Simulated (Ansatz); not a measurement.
The parent structure is ZnSe in the zinc blende structure (space group F-43m, No. 216; a = 5.6656 Å).

Now apply this change: the cell is scaled by 1.0150 in all directions; the atoms relax in the strained cell.

Calculations: Ansatz (a first-principles code) r2SCAN, no spin-orbit coupling.

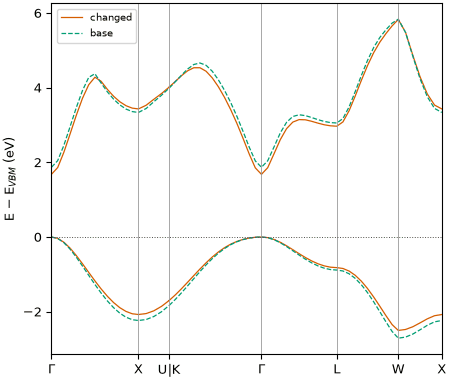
Highest valence and lowest conduction band along the path, each from its own valence-band maximum

Problem. From the figure, how large is the changed gap, and is it direct?

Solution. About 1.7 eV, direct at Γ.

No phonon test of stability was made.
